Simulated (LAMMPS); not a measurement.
System: Ni (fcc), 4000 atoms, at 780 K and 0 GPa, heated as the crystal.

Method: classical MD, pair style eam/alloy, file CuNi.eam.alloy, run in LAMMPS.

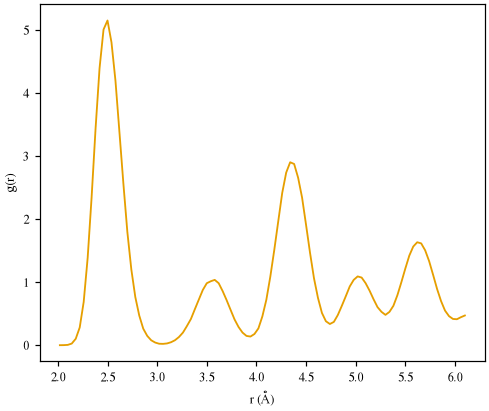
Figure: g(r) against r (Å)

Main features:
- state found: crystal; no diffusion seen in 30 ps
- first peak of g(r): 2.49 Å, height 5.2
- coordination number: 12.0 (counted to 3.06 Å)
